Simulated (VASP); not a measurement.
# A VASP study of BaFeO3 (PBEsol + U): structure first, properties next, part 8 of 9

Wanted: the relaxed cell of BaFeO3 and its properties. Left out of this account: 1 further run (relaxation: a spoilt try). The start is a cell from a database of measured crystal structures.

VASP 6.6.1, plane waves and PAW; the level of theory is named at each step.

Still holding for the runs below: The magnetic order is the lowest of the few collinear ones that converged above; longer or canted patterns were not tried.

So far, moment of the cell, from the last line of the log (μB): step 2 (magnetic order: ferromagnetic) 4.12; step 8 (second relaxation) 4.00; step 9 (single point with fields (PBEsol + U)) 4.00; step 10 (bands along the symmetry lines (PBEsol + U)) 4.00. The relaxed cell has a = 3.936 Å (conventional setting).

The database entry behind the starting cell differs from later determinations by our own check (an axis about 1.3 % long against later determinations), so it need not match the best structure at ambient conditions.

## (11) Total and projected DOS (PBEsol + U)

Level of this step: PBEsol, DFT+U (Fe d 3 eV), spin-polarised from a ferromagnetic start; plane waves and PAW (Ba_sv, Fe, O) (VASP).

Here the states are counted by energy and projected on the atoms. The mesh is finer than in the run before.

INCAR reads:

```
SYSTEM = BaFeO3
PREC = Accurate
ENCUT = 520
EDIFF = 1E-06
NELM = 100
ISMEAR = -5
SIGMA = 0.05
LREAL = .FALSE.
ALGO = Normal
GGA = PS
NBANDS = 38
ISPIN = 2
MAGMOM = 0.015 3.598 0.091 0.091 0.091
LDAU = .TRUE.
LDAUTYPE = 2
LDAUL = -1 2 -1
LDAUU = 0 3 0
LDAUJ = 0 0 0
LDAUPRINT = 1
LASPH = .TRUE.
LMAXMIX = 4
LORBIT = 11
LWAVE = .FALSE.
LCHARG = .FALSE.
KPAR = 8
NEDOS = 2001
```

POSCAR reads:

```
BaFeO3
1.0
    3.9356229356      0.0000000000      0.0000000000
    0.0000000000      3.9356229356      0.0000000000
    0.0000000000      0.0000000000      3.9356229356
Ba Fe O
1 1 3
Direct
    0.0000000000      0.0000000000      0.0000000000
    0.5000000000      0.5000000000      0.5000000000
    0.5000000000      0.5000000000      0.0000000000
    0.0000000000      0.5000000000      0.5000000000
    0.5000000000      0.0000000000      0.5000000000
```

KPOINTS reads:

```
Automatic mesh
0
Gamma
10 10 10
0 0 0
```

Potentials, in the order of the species: Ba_sv, Fe and O (PBE family, release 64).

Run with:

```
> mpirun -np 8 vasp_std
```

The log of the run:

```text
[... set-up lines as in an earlier step ...]
 entering main loop
       N       E                     dE             d eps       ncg     rms          rms(c)
DAV:   1     0.284725768497E+03    0.28473E+03   -0.16218E+04  8520   0.990E+02
DAV:   2    -0.198368263328E+02   -0.30456E+03   -0.27349E+03  9032   0.272E+02
DAV:   3    -0.458141824669E+02   -0.25977E+02   -0.25247E+02 10264   0.855E+01
DAV:   4    -0.463792847419E+02   -0.56510E+00   -0.56285E+00 10628   0.120E+01
DAV:   5    -0.463911382620E+02   -0.11854E-01   -0.11851E-01  9900   0.161E+00    0.289E+01
DAV:   6    -0.442313615307E+02    0.21598E+01   -0.30081E+01 11368   0.728E+01    0.658E+01
DAV:   7    -0.353764987686E+02    0.88549E+01   -0.34076E+01  9970   0.979E+01    0.150E+01
DAV:   8    -0.346092773897E+02    0.76722E+00   -0.21449E+00 11434   0.226E+01    0.684E+00
DAV:   9    -0.345143663302E+02    0.94911E-01   -0.62544E-01 12868   0.119E+01    0.339E+00
DAV:  10    -0.345131279615E+02    0.12384E-02   -0.11721E-01 10062   0.232E+00    0.201E+00
DAV:  11    -0.344978459585E+02    0.15282E-01   -0.19804E-02 10216   0.251E+00    0.688E-01
DAV:  12    -0.344985515993E+02   -0.70564E-03   -0.56197E-03 11280   0.740E-01    0.402E-01
DAV:  13    -0.344992612599E+02   -0.70966E-03   -0.98053E-04 11260   0.429E-01    0.297E-01
DAV:  14    -0.344989572958E+02    0.30396E-03   -0.43557E-04 11550   0.358E-01    0.115E-01
DAV:  15    -0.344989698967E+02   -0.12601E-04   -0.69730E-05 13022   0.826E-02    0.518E-02
DAV:  16    -0.344989767749E+02   -0.68783E-05   -0.13118E-05 10620   0.466E-02    0.135E-02
DAV:  17    -0.344989812278E+02   -0.44529E-05   -0.44105E-06  9570   0.281E-02    0.852E-03
DAV:  18    -0.344989813773E+02   -0.14953E-06   -0.93238E-07  6034   0.545E-03
   1 F= -.34498981E+02 E0= -.34498981E+02  d E =0.000000E+00  mag=     4.0002
 -----------------------------------------------------------------------------
|                                                                             |
|           W    W    AA    RRRRR   N    N  II  N    N   GGGG   !!!           |
|           W    W   A  A   R    R  NN   N  II  NN   N  G    G  !!!           |
|           W    W  A    A  R    R  N N  N  II  N N  N  G       !!!           |
|           W WW W  AAAAAA  RRRRR   N  N N  II  N  N N  G  GGG   !            |
|           WW  WW  A    A  R   R   N   NN  II  N   NN  G    G                |
|           W    W  A    A  R    R  N    N  II  N    N   GGGG   !!!           |
|                                                                             |
|     Tetrahedron method does not include variations of the Fermi             |
|     occupations, so forces and stress will be inaccurate. We suggest        |
|     using a different smearing scheme ISMEAR = 1 or 2 for metals in         |
|     relaxations.                                                            |
|                                                                             |
 -----------------------------------------------------------------------------
```

Elapsed: 21 s, on 8 MPI ranks of Intel Xeon 6975P-C (Granite Rapids), shared host; peak memory 2.8 GiB.

OUTCAR, selected parts (step 11):

```text
   k-points           NKPTS =     56   k-points in BZ     NKDIM =     56   number of bands    NBANDS=     38

   NELECT =      36.0000    total number of electrons

atom =   2  type =  2  l = 2

 onsite density matrix

spin component  1

  0.9815 -0.0000  0.0000  0.0000 -0.0000
 -0.0000  0.9815 -0.0000  0.0000  0.0000
  0.0000 -0.0000  0.8937 -0.0000 -0.0000
  0.0000  0.0000 -0.0000  0.9815 -0.0000
 -0.0000  0.0000 -0.0000 -0.0000  0.8937

spin component  2

  0.1799  0.0000  0.0000 -0.0000  0.0000
  0.0000  0.1799  0.0000 -0.0000 -0.0000
  0.0000  0.0000  0.3172  0.0000  0.0000
 -0.0000 -0.0000  0.0000  0.1799  0.0000
  0.0000 -0.0000  0.0000  0.0000  0.3172

 occupancies and eigenvectors

  o =  0.1799  v =  0.0000  0.0000  0.0000  0.0000  0.0000  0.0000 -0.9999  0.0000  0.0172 -0.0000      0.0000  0.0000  0.0000  0.0000  0.0000  0.0000  0.0000  0.0000  0.0000  0.0000
  o =  0.1799  v =  0.0000  0.0000  0.0000  0.0000  0.0000  0.0000 -0.0172  0.0000 -0.9999  0.0000      0.0000  0.0000  0.0000  0.0000  0.0000  0.0000  0.0000  0.0000  0.0000  0.0000
  o =  0.1799  v =  0.0000  0.0000  0.0000  0.0000  0.0000  1.0000  0.0000  0.0000  0.0000  0.0000      0.0000  0.0000  0.0000  0.0000  0.0000  0.0000  0.0000  0.0000  0.0000  0.0000
  o =  0.3172  v =  0.0000  0.0000  0.0000  0.0000  0.0000  0.0000 -0.0000 -0.0202  0.0000  0.9998      0.0000  0.0000  0.0000  0.0000  0.0000  0.0000  0.0000  0.0000  0.0000  0.0000
  o =  0.3172  v =  0.0000  0.0000  0.0000  0.0000  0.0000  0.0000  0.0000 -0.9998 -0.0000 -0.0202      0.0000  0.0000  0.0000  0.0000  0.0000  0.0000  0.0000  0.0000  0.0000  0.0000
  o =  0.8937  v =  0.0000 -0.0000  1.0000  0.0000 -0.0091  0.0000  0.0000  0.0000  0.0000  0.0000      0.0000  0.0000  0.0000  0.0000  0.0000  0.0000  0.0000  0.0000  0.0000  0.0000
  o =  0.8937  v =  0.0000  0.0000 -0.0091  0.0000 -1.0000  0.0000  0.0000  0.0000  0.0000  0.0000      0.0000  0.0000  0.0000  0.0000  0.0000  0.0000  0.0000  0.0000  0.0000  0.0000
  o =  0.9815  v =  1.0000  0.0000  0.0000  0.0000  0.0000  0.0000  0.0000  0.0000  0.0000  0.0000      0.0000  0.0000  0.0000  0.0000  0.0000  0.0000  0.0000  0.0000  0.0000  0.0000
  o =  0.9815  v =  0.0000 -0.5765 -0.0000 -0.8171 -0.0000  0.0000  0.0000  0.0000  0.0000  0.0000      0.0000  0.0000  0.0000  0.0000  0.0000  0.0000  0.0000  0.0000  0.0000  0.0000
  o =  0.9815  v =  0.0000 -0.8171 -0.0000  0.5765 -0.0000  0.0000  0.0000  0.0000  0.0000  0.0000      0.0000  0.0000  0.0000  0.0000  0.0000  0.0000  0.0000  0.0000  0.0000  0.0000

 E-fermi :   2.9515

 spin component 1
 k-point     1 :       0.0000    0.0000    0.0000
  band No.  band energies     occupation
    ...
     17       1.5409      1.00000
     18       1.5409      1.00000
     19       2.5479      1.00000
     20       2.5479      1.00000
     21       2.5479      1.00000
     22       7.9721      0.00000
     23       7.9721      0.00000
     24       9.8434      0.00000
     25      11.0523      0.00000
     26      11.0523      0.00000
    ...

 k-point     2 :       0.1000    0.0000    0.0000
  band No.  band energies     occupation
    ...
     17       1.5347      1.00000
     18       1.5347      1.00000
     19       2.4569      1.00000
     20       2.5132      1.00000
     21       2.5132      1.00000
     22       8.1719      0.00000
     23       8.1875      0.00000
     24      10.0874      0.00000
     25      11.0846      0.00000
     26      11.2282      0.00000
    ...

  Total        0.0694217      0.0694217      0.0694217      0.0000000      0.0000000      0.0000000
  in kB        1.8245896      1.8245896      1.8245896      0.0000000      0.0000000      0.0000000
  external PRESSURE =       1.8245896 kB  Pullay stress =       0.0000000 kB

  FREE ENERGIE OF THE ION-ELECTRON SYSTEM (eV)
  ---------------------------------------------------
  free  energy   TOTEN  =       -34.4989813773 eV

  energy  without entropy=      -34.4989813773  energy(sigma->0) =      -34.49898138

 magnetization (x)
# of ion       s       p       d       tot
------------------------------------------
    1        0.001   0.006   0.007   0.015
    2        0.027   0.025   3.557   3.609
    3        0.010   0.078   0.000   0.088
    4        0.010   0.078   0.000   0.088
    5        0.010   0.078   0.000   0.088
--------------------------------------------------
tot          0.059   0.266   3.564   3.889

[... 7 parts as in an earlier step ...]

[... 15 further parts left out ...]
```

With tetrahedra the forces and stress of a metal are not exact derivatives of the energy.

Numbers from this step:

```yaml
scf_cycles: 18
irreducible_k_points: 56
free_energy_toten: -34.50 eV
fermi_energy: 2.951 eV
pressure: 0.1825 GPa
dos_at_the_fermi_level: 0.7333 states/eV/cell
```

The density of states has structure finer than the step of the table below, so its rows give means over 1 eV, whole bins alone (the curve runs from -12.0 to 7.93 eV). Peaks (eV: height): total down -9.8: 6.17, -3.7: 4.24, -2.4: 4.65, 1.8: 6.70; total up -9.8: 6.46, -9.4: 5.23, -5.7: 9.82, -1.4: 6.29; O p up -5.7: 0.644, -1.4: 3.66; O p down -3.7: 2.19, -3.4: 1.03, -2.4: 2.05, -1.0: 2.20; Fe d up -6.9: 1.68, -5.7: 7.91.

States under -12.0 eV and over 7.9 eV are left out. The density of states by energy, zero at the Fermi level; means over each step; 7 of 15 lines; values in states/eV/cell:

```
energy (eV)  total down  total up   O p up  O p down  Fe d up  Fe d down  Ba p up
        -11      0.0221    0.0676  0.00336    9.9e-4  0.00192     1.9e-4   0.0502
        -10        2.28      2.35   0.0676    0.0594   0.0348    0.00914     1.93
         -9       0.705     0.588  0.00537   0.00576  0.00477    0.00152    0.515
         -8           0         0        0         0        0          0        0
         -7           0     0.906    0.221         0    0.562          0  0.00604
         -6       0.139      3.67    0.395    0.0671     2.74    0.00522   0.0982
         -5       0.725     0.721    0.179     0.353    0.364     0.0867  0.00803
         -4        2.09     0.701    0.333      1.04   0.0887      0.430   0.0102
         -3        1.15     0.430    0.156     0.537    0.133      0.166  0.00654
         -2        1.86      2.21     1.12     0.919    0.334      0.273   0.0443
         -1        2.48      3.72     2.30      1.58    0.304      0.119    0.117
          0       0.587     0.974    0.605     0.420    0.168     0.0115   0.0106
          1        1.15     0.568    0.304     0.125    0.203      0.917   6.0e-4
          2        2.70     0.116   0.0632     0.394   0.0464       2.06        0
          3       0.596         0        0     0.128        0      0.402        0
          4       0.543         0        0     0.162        0      0.344        0
          5      0.0309    0.0241   5.4e-4   0.00483        0    0.00818   5.3e-5
          6       0.171     0.192   0.0110   0.00979   3.9e-4     5.7e-4   7.4e-4
          7       0.547     0.646   0.0590    0.0532  0.00248    0.00337  0.00256
```

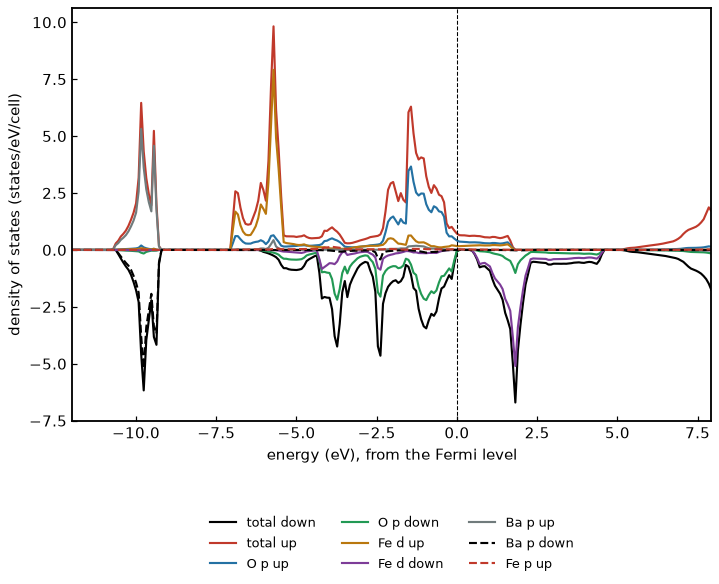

Density of states against energy. Down spins are drawn negative.

The finer mesh and the other smearing move the Fermi level by -0.05 eV from the 7×7×7 run, one measure of the sampling error in the zero of the bands above. Of the states within 0.3 eV of the Fermi level, the largest shares in the PAW spheres are O p 64 % and Fe d 14 %. The rest lies in smaller channels or between the spheres.

(Continued in part 9 of 9.)

[Lines on the potential files, build, host, timing and source positions are cut from VASP's logs without a mark.]

[Logs are printed without paths, hosts, clocks, repeated set-up lines and the standing remarks that a program may print on its own settings, such as how far it seeks lower states.]

[Hosts, paths, dates, database ids (printed as entryN), source tags and the programs' standing remarks are cut or masked in the printed files.]

[A measured line is paired with the nearest computed mode of its activity, which favours agreement.]
